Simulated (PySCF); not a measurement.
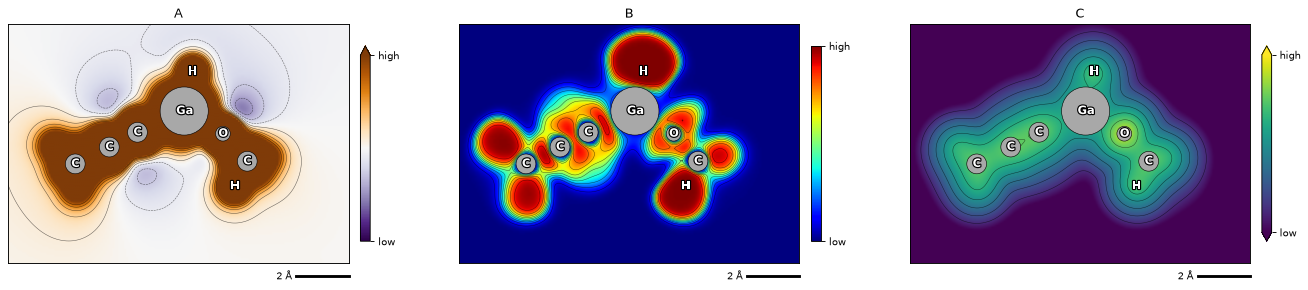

C5H9GaO (SMILES CC#[C][GaH][O]CC): 3 fields on the plane of atoms C3, Ga4 and O5, with unlabelled colour scales. Grey discs cover the atomic cores.

Geometry: GFN2-xTB.

Computed with PySCF, B3LYP/def2-SVPD, SCF density, gas phase.

Input file:

```
{"job": {"kind": "uv", "xc": "B3LYP", "basis": "def2-SVPD", "nstates": 8, "ntriplets": 3}, "charge": 0, "multiplicity": 1}
C      3.133189     2.736902     0.001379
C      2.315571     1.604610    -0.378007
C      1.644618     0.657123    -0.722369
Ga     0.549161    -0.903483    -1.154580
O     -0.673614    -1.554191    -0.156541
C     -1.645009    -1.665977     0.857801
C     -3.003271    -1.177756     0.369984
H      2.550094     3.433026     0.603708
H      3.492768     3.251082    -0.889694
H      3.988958     2.397392     0.584603
H      0.684265    -1.789470    -2.394728
H     -1.339061    -1.086909     1.737097
H     -1.710247    -2.722780     1.145822
H     -3.743879    -1.283958     1.158756
H     -2.934046    -0.130074     0.080161
H     -3.317098    -1.756594    -0.495754
```

Command:

```sh
OMP_NUM_THREADS=1 python probes_run.py task.json out
```

**Match the panels to the quantities (electron density, electron localisation function and electrostatic potential).**

Panel A: electrostatic potential (strongly positive close to the atoms, with negative regions outside electron-rich atoms). Panel B: electron localisation function. Panel C: electron density. From the grid: C–C (1.21 Å): ρ is about 2.7 e/Å³ halfway; the ELF peaks at about 0.85 between the atoms; a multiple bond. C–O (1.41 Å): ρ at the midpoint is about 2 e/Å³, with its minimum of 1.7 e/Å³ about 0.5 Å from C; the ELF peaks at about 0.90 between the atoms: a shared but strongly polarised pair.
